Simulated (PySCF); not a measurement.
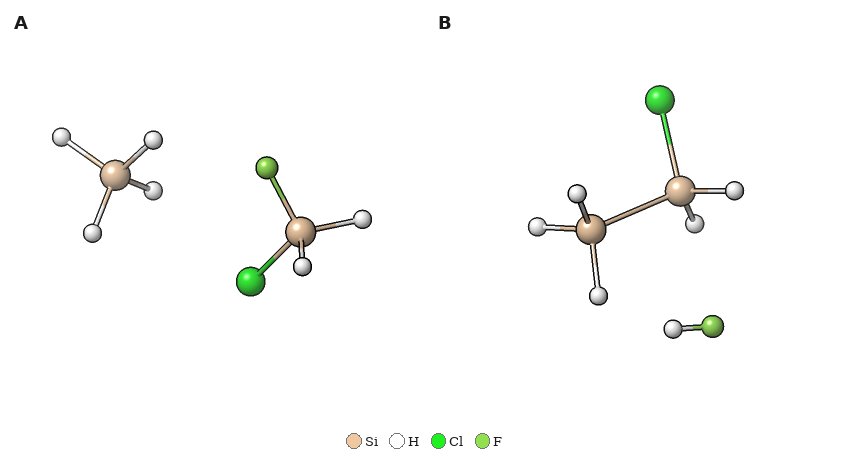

2 stationary structures of one formula. Geometries: PBE0-D4/def2-TZVP. Electronic energies: CCSD(T)/CBS (MP2 limit from def2-TZVPP and def2-QZVPP plus CCSD(T) − MP2) (PySCF 2.14.0), without zero-point energy. No frequency run is at hand to confirm each as a minimum. Each is one conformer, not always the lowest.

### Which is lowest in energy, and by how much?

A is lowest; B lies 31.8 kcal/mol above it.
